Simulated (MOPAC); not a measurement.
## Run report: CCl$_{4}$, frequency calculation

CCl$_{4}$ (carbon tetrachloride), SMILES ClC(Cl)(Cl)Cl, computed with RM1, RHF (MOPAC 23.2.5).

The geometry was optimised with RM1.

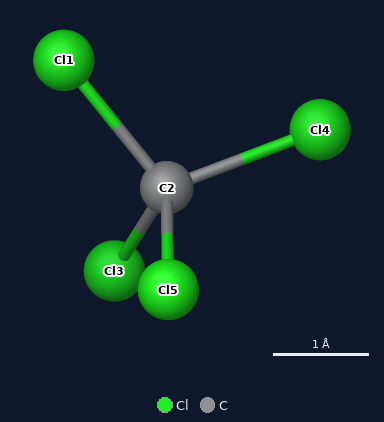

The structure (ball-and-stick view, seen at a tilt; atoms are numbered from 1 in the order of the input).

The input (run.mop)
```
THERMO(200,600,200) FORCE RM1 AUX(PRECISION=6) T=10M THREADS=1
CCl4
ClC(Cl)(Cl)Cl
Cl    -0.677283 1     0.147253 1     1.610547 1
C      0.000308 1    -0.004125 1     0.003526 1
Cl     1.431532 1    -1.010224 1     0.066364 1
Cl    -1.181070 1    -0.735275 1    -1.061522 1
Cl     0.428354 1     1.582064 1    -0.601125 1
```

Run on 1 thread of Arm Neoverse N1, 90 GiB of memory available, shared host.

Command:
```bash
mopac run.mop
```

Output
```
MOPAC v23.2.5
RM1 CALCULATION RESULTS

 *  RM1        - The RM1 Hamiltonian to be used
 *  FORCE      - FORCE CALCULATION SPECIFIED
 *  THREADS=1  - MULTI-THREADING NOT USED
 *  AUX        - OUTPUT AUXILIARY INFORMATION
 *  THERMO     - THERMODYNAMIC QUANTITIES TO BE CALCULATED
THERMO(200,600,200) FORCE RM1 AUX(PRECISION=6) T=10M THREADS=1
 CCl4
 ClC(Cl)(Cl)Cl
   ATOM   CHEMICAL          X               Y               Z
  NUMBER   SYMBOL      (ANGSTROMS)     (ANGSTROMS)     (ANGSTROMS)

     1      Cl         -0.67728300  *   0.14725300  *   1.61054700  *
     2       C          0.00030800  *  -0.00412500  *   0.00352600  *
     3      Cl          1.43153200  *  -1.01022400  *   0.06636400  *
     4      Cl         -1.18107000  *  -0.73527500  *  -1.06152200  *
     5      Cl          0.42835400  *   1.58206400  *  -0.60112500  *

          CARTESIAN COORDINATES

    NO.       ATOM           X           Y           Z

     1        Cl         -0.6773      0.1473      1.6105
     2         C          0.0003     -0.0041      0.0035
     3        Cl          1.4315     -1.0102      0.0664
     4        Cl         -1.1811     -0.7353     -1.0615
     5        Cl          0.4284      1.5821     -0.6011

           Empirical Formula: C Cl4  =     5 atoms

      MOLECULAR POINT GROUP   :   Td

      RHF CALCULATION, NO. OF DOUBLY OCCUPIED LEVELS = 16

          HEAT OF FORMATION =     -20.481143 KCALS/MOLE

          CARTESIAN COORDINATE DERIVATIVES

   NUMBER  ATOM         X            Y            Z

     1      Cl      0.014899     0.011805    -0.004252
     2       C     -0.001956     0.000933     0.024063
     3      Cl     -0.015664    -0.008278    -0.015721
     4      Cl     -0.000079    -0.010127    -0.001788
     5      Cl      0.002799     0.005667    -0.002302

 DIPOLE           X         Y         Z       TOTAL
 POINT-CHG.    -0.000     0.000     0.001     0.001
 HYBRID         0.000    -0.000    -0.000     0.000
 SUM           -0.000     0.000     0.001     0.001

          GRADIENT NORM =   0.04093

          MOLECULAR WEIGHT =  153.82

          ROTATIONAL CONSTANTS IN CM(-1)

          A =    0.05818782   B =    0.05818347   C =    0.05817781

           PRINCIPAL MOMENTS OF INERTIA IN UNITS OF 10**(-40)*GRAM-CM**2

          A =      481.0758   B =      481.1118   C =      481.1585

          ORIENTATION OF MOLECULE IN FORCE CALCULATION

    NO.       ATOM         X         Y         Z

     1         Cl      -1.7506   -0.0000    0.0001
     2          C       0.0000   -0.0000    0.0001
     3         Cl       0.5833    1.6505    0.0001
     4         Cl       0.5837   -0.8255    1.4292
     5         Cl       0.5836   -0.8250   -1.4295

    FIRST DERIVATIVES WILL BE USED IN THE CALCULATION OF SECOND DERIVATIVES

          ESTIMATED TIME TO COMPLETE CALCULATION =        0.00 SECONDS

    FOR POINT-GROUP Td   THERE ARE  24 UNIQUE SYMMETRY FUNCTIONS.

 STEP:   1 TIME =     0.01 SECS, INTEGRAL =      0.01 TIME LEFT:    599.99
 STEP:   2 TIME =     0.00 SECS, INTEGRAL =      0.01 TIME LEFT:    599.99
 STEP:   3 TIME =     0.01 SECS, INTEGRAL =      0.02 TIME LEFT:    599.98
 STEP:   4 TIME =     0.00 SECS, INTEGRAL =      0.02 TIME LEFT:    599.98
 STEP:   5 TIME =     0.00 SECS, INTEGRAL =      0.02 TIME LEFT:    599.98
 STEP:   6 TIME =     0.01 SECS, INTEGRAL =      0.02 TIME LEFT:    599.98
 STEP:   7                       INTEGRAL =      0.02 TIME LEFT:    599.98
 STEP:   8                       INTEGRAL =      0.02 TIME LEFT:    599.98
 STEP:   9                       INTEGRAL =      0.02 TIME LEFT:    599.98
 STEP:  10                       INTEGRAL =      0.02 TIME LEFT:    599.98
 STEP:  11                       INTEGRAL =      0.02 TIME LEFT:    599.98
 STEP:  12                       INTEGRAL =      0.02 TIME LEFT:    599.98
 STEP:  13                       INTEGRAL =      0.02 TIME LEFT:    599.98
 STEP:  14                       INTEGRAL =      0.02 TIME LEFT:    599.98
 STEP:  15                       INTEGRAL =      0.02 TIME LEFT:    599.98

(To convert to Hartree/Bohr^2, multiply by (10^(-21) x N x a0^2)/(4.184 x 627.51) =  0.0642)

           FORCE MATRIX IN MILLIDYNES/ANGSTROM

                 Cl  1       C  2      Cl  3      Cl  4      Cl  5
 ------------------------------------------------------------------
    Cl    1   2.332092
     C    2   1.280441   3.941425
    Cl    3   0.542771   1.280134   2.332092
    Cl    4   0.542823   1.280067   0.542823   2.332092
    Cl    5   0.543001   1.279804   0.543001   0.543001   2.332092

          HEAT OF FORMATION =     -20.481143 KCALS/MOLE

          ZERO POINT ENERGY       4.796 KCAL/MOL

           NORMAL COORDINATE ANALYSIS (Total motion = 1 Angstrom)

   Root No.       1         2         3         4         5         6         7         8

                 1 E       1 E       1 T2      1 T2      1 T2      1 A1      2 T2      2 T2

                 168.1     168.1     263.0     263.0     263.0     399.3     610.1     610.1

           1   -0.0000   -0.0000    0.2443    0.1194    0.0078    0.2500   -0.0758   -0.1231
           2    0.2167    0.1247   -0.0693    0.1359    0.0479    0.0000   -0.0137    0.0080
           3   -0.1247    0.2167    0.0172   -0.0445    0.1537   -0.0000    0.0008   -0.0014
           4    0.0000    0.0000    0.1747    0.0854    0.0056   -0.0000    0.3634    0.5905
           5   -0.0000   -0.0000    0.0839   -0.1644   -0.0579    0.0000    0.6023   -0.3527
           6    0.0000   -0.0000   -0.0209    0.0538   -0.1859    0.0000   -0.0356    0.0611
           7   -0.2043   -0.1176   -0.0426   -0.1644   -0.0438   -0.0833   -0.0509   -0.0050
           8    0.0722    0.0416    0.2187   -0.1297   -0.0628   -0.2357   -0.1344    0.0318
           9    0.1248   -0.2166    0.0173   -0.0445    0.1536   -0.0000    0.0008   -0.0014
          10    0.2040   -0.1181   -0.1431    0.0406   -0.0956   -0.0834    0.0036   -0.0390
          11   -0.0724   -0.2082   -0.0710   -0.0214    0.1765    0.1179   -0.0305    0.0442
          12   -0.1251   -0.0721    0.0202    0.2279   -0.0691   -0.2041    0.0299   -0.0640
          13    0.0003    0.2357   -0.1178   -0.0246    0.1296   -0.0833   -0.0000   -0.0328
          14   -0.2165    0.0419   -0.1068    0.0709   -0.1419    0.1178   -0.0254    0.0354
          15    0.1250    0.0720   -0.0477   -0.1572   -0.1752    0.2041   -0.0195    0.0461

   Root No.       9

                 2 T2

                 610.1

           1    0.0075
           2   -0.0015
           3   -0.0163
           4   -0.0358
           5    0.0639
           6    0.7149
           7   -0.0022
           8   -0.0099
           9   -0.0163
          10   -0.0327
          11    0.0460
          12   -0.0984
          13    0.0396
          14   -0.0562
          15   -0.1112

           MASS-WEIGHTED COORDINATE ANALYSIS (NORMAL COORDINATES)

   Root No.       1         2         3         4         5         6         7         8

                 1 E       1 E       1 T2      1 T2      1 T2      1 A1      2 T2      2 T2

                 168.1     168.1     263.0     263.0     263.0     399.3     610.1     610.1

           1   -0.0000   -0.0000    0.5710    0.2872   -0.0416    0.5000   -0.1735   -0.2805
           2    0.4436    0.2308   -0.1674    0.3143   -0.1281    0.0000   -0.0307    0.0187
           3   -0.2308    0.4436    0.0370   -0.1251   -0.3552   -0.0000    0.0019   -0.0039
           4    0.0000    0.0000    0.2376    0.1195   -0.0173   -0.0000    0.4843    0.7828
           5   -0.0000   -0.0000    0.1179   -0.2213    0.0902    0.0000    0.7836   -0.4775
           6    0.0000   -0.0000   -0.0261    0.0881    0.2502    0.0000   -0.0488    0.1007
           7   -0.4182   -0.2177   -0.0948   -0.3848    0.1257   -0.1666   -0.1147   -0.0105
           8    0.1478    0.0770    0.5187   -0.2943    0.1579   -0.4714   -0.3015    0.0757
           9    0.2309   -0.4435    0.0371   -0.1252   -0.3552   -0.0001    0.0019   -0.0039
          10    0.3976   -0.2533   -0.3344    0.1057    0.2233   -0.1667    0.0074   -0.0911
          11   -0.1623   -0.4100   -0.1716   -0.0754   -0.4092    0.2357   -0.0680    0.1042
          12   -0.2561   -0.1333    0.0442    0.5495    0.1315   -0.4082    0.0665   -0.1520
          13    0.0206    0.4710   -0.2800   -0.0777   -0.2974   -0.1667   -0.0011   -0.0736
          14   -0.4290    0.1022   -0.2484    0.1842    0.3270    0.2356   -0.0559    0.0794
          15    0.2560    0.1333   -0.1032   -0.3505    0.4333    0.4083   -0.0419    0.1013

   Root No.       9

                 2 T2

                 610.1

           1    0.0216
           2   -0.0037
           3   -0.0358
           4   -0.0603
           5    0.0943
           6    0.9156
           7   -0.0050
           8   -0.0244
           9   -0.0358
          10   -0.0703
          11    0.0991
          12   -0.2138
          13    0.0888
          14   -0.1259
          15   -0.2475

          DESCRIPTION OF VIBRATIONS

 VIBRATION          2    1E          ATOM PAIR     ENERGY CONTRIBUTION    RADIAL
 FREQUENCY           168.05         Cl1 -- Cl5         +17.3% ( 70.3%)     99.4%
 TRANSITION DIPOLE   0.0000         Cl3 -- Cl4         +17.3% ( 70.3%)     99.4%
 TRAVEL (Ang.)       0.2128         Cl3 -- Cl5         +11.2% ( 56.7%)     11.9%
 REDUCED MASS        8.8633         Cl1 -- Cl4         +11.2% ( 56.7%)     11.9%
 EFFECTIVE MASS     35.4530         Cl1 -- Cl3         +10.6% ( 55.0%)      8.3%
 FORCE CONSTANT      0.1475         Cl4 -- Cl5         +10.6% ( 55.0%)      8.3%

 VIBRATION          5    1T2         ATOM PAIR     ENERGY CONTRIBUTION    RADIAL
 FREQUENCY           262.99         Cl4 -- Cl5         +16.1% ( 88.5%)     10.1%
 TRANSITION DIPOLE   0.5270         Cl1 -- Cl5         +14.3% ( 83.5%)     60.3%
 TRAVEL (Ang.)       0.1699         Cl3 -- Cl5         +14.2% ( 83.0%)     35.3%
 REDUCED MASS        8.9418         C 2 -- Cl5          +9.6% ( 68.5%)     74.8%
 EFFECTIVE MASS     35.3935
 FORCE CONSTANT      0.3644

 VIBRATION          6    1A1         ATOM PAIR     ENERGY CONTRIBUTION    RADIAL
 FREQUENCY           399.30         Cl4 -- Cl5         +12.9% ( 62.8%)    100.0%
 TRANSITION DIPOLE   0.0000         Cl3 -- Cl5         +12.9% ( 62.8%)    100.0%
 TRAVEL (Ang.)       0.1380         Cl3 -- Cl4         +12.9% ( 62.8%)    100.0%
 REDUCED MASS        8.8632         Cl1 -- Cl5         +12.9% ( 62.8%)    100.0%
 EFFECTIVE MASS     35.4530         Cl1 -- Cl4         +12.9% ( 62.8%)    100.0%
 FORCE CONSTANT      0.8326         Cl1 -- Cl3         +12.9% ( 62.8%)    100.0%

 VIBRATION          9    2T2         ATOM PAIR     ENERGY CONTRIBUTION    RADIAL
 FREQUENCY           610.08         C 2 -- Cl5         +26.7% ( 94.3%)     85.5%
 TRANSITION DIPOLE   5.1886         C 2 -- Cl4         +25.4% ( 92.0%)     67.5%
 TRAVEL (Ang.)       0.1103         C 2 -- Cl3         +22.2% ( 86.0%)      0.9%
 REDUCED MASS        9.0819         Cl1 -- C 2         +22.2% ( 86.0%)      0.7%
 EFFECTIVE MASS     14.7904
 FORCE CONSTANT      1.9916

      SYMMETRY NUMBER FOR POINT-GROUP Td  = 12

          SYSTEM IS A GROUND STATE

 ClC(Cl)(Cl)Cl
 CCl4

          MOLECULE IS NOT LINEAR

          THERE ARE  9 GENUINE VIBRATIONS IN THIS SYSTEM
          THIS THERMODYNAMICS CALCULATION IS LIMITED TO
          MOLECULES WHICH HAVE NO INTERNAL ROTATIONS

                    CALCULATED THERMODYNAMIC PROPERTIES
                                          *
   TEMP. (K)   PARTITION FUNCTION   H.O.F.    ENTHALPY  HEAT CAPACITY ENTROPY
                                   KCAL/MOL   CAL/MOLE    CAL/K/MOL  CAL/K/MOL

 298.00  VIB.     0.1198D+02                  2134.0682    13.4854    12.0963
         ROT.     0.3137D+05                   888.2803     2.9808    23.5556
         INT.     0.3759D+06                  3022.3485    16.4662    35.6519
         TRA.     0.1844D+28                  1480.4672     4.9680    40.9994
         TOT.                      -20.481    4502.8157    21.4342    76.6513

 200.00  VIB.     0.3651D+01                   943.6835    10.4889     7.2921
         ROT.     0.1725D+05                   596.1613     2.9808    22.3670
         INT.     0.6298D+05                  1539.8448    13.4697    29.6591
         TRA.     0.1014D+28                   993.6021     4.9680    39.0183
         TOT.                      -22.451    2533.4469    18.4377    68.6773

 400.00  VIB.     0.3971D+02                  3601.7856    15.1212    16.3203
         ROT.     0.4879D+05                  1192.3226     2.9808    24.4331
         INT.     0.1937D+07                  4794.1081    18.1020    40.7534
         TRA.     0.2868D+28                  1987.2043     4.9680    42.4619
         TOT.                      -18.203    6781.3124    23.0700    83.2153

 600.00  VIB.     0.3177D+03                  6791.2444    16.5342    22.7672
         ROT.     0.8963D+05                  1788.4838     2.9808    25.6417
         INT.     0.2847D+08                  8579.7282    19.5150    48.4089
         TRA.     0.5269D+28                  2980.8064     4.9680    44.4762
         TOT.                      -13.423   11560.5346    24.4830    92.8852

   *: NOTE: HEATS OF FORMATION ARE RELATIVE TO THE
            ELEMENTS IN THEIR STANDARD STATE AT 298K
              (=  Standard Enthalpy of Formation).

            Hvib:  Zero-point energy is not included.
                   frequencies of less than zero cm-1 are not included.
            Hrot = (3/2)RT
            Htra = (3/2)RT + pV = (5/2)RT

            Heat capacity is Cp, not Cv

           FORCE CONSTANT IN CARTESIAN COORDINATES (Millidynes/A)

    ATOM   CHEMICAL       X               Y               Z
   NUMBER   SYMBOL  FORCE CONSTANT  FORCE CONSTANT  FORCE CONSTANT

      1      Cl        2.274576        0.364772        0.364772
      2       C        2.275930        2.275930        2.275930
      3      Cl        0.576887        2.062462        0.364772
      4      Cl        0.577012        0.789363        1.637746
      5      Cl        0.577020        0.788897        1.638204

 *                    *
 * JOB ENDED NORMALLY *
 *                    *

 TOTAL JOB TIME:             0.03 SECONDS

 == MOPAC DONE ==
```

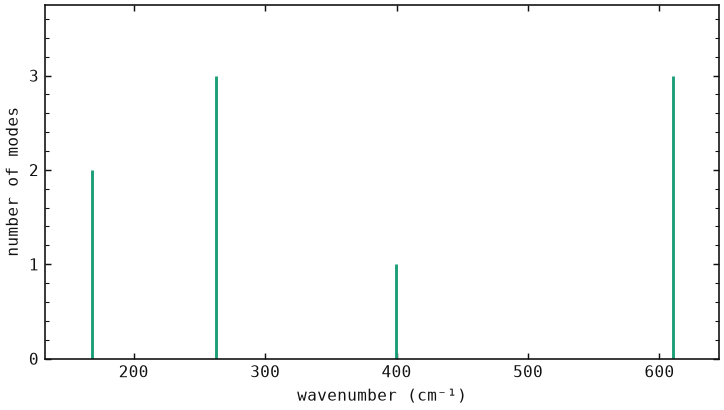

Harmonic vibrational wavenumbers from the force constants; neighbouring modes closer than 3 cm⁻¹ are counted in one stick. 9 modes from 168 to 610 cm⁻¹, none imaginary.

Key numbers

| quantity | value |
| --- | --- |
| outcome | converged |
| heat of formation | −20.48 kcal/mol |
| basis functions | 20 |
| zero-point energy | 0.007642 hartree |
| wavenumbers, lowest and highest | 168 and 610 cm⁻¹ |
| peak memory | 0.094 GiB |

MOPAC's energies along a path are heats of formation.
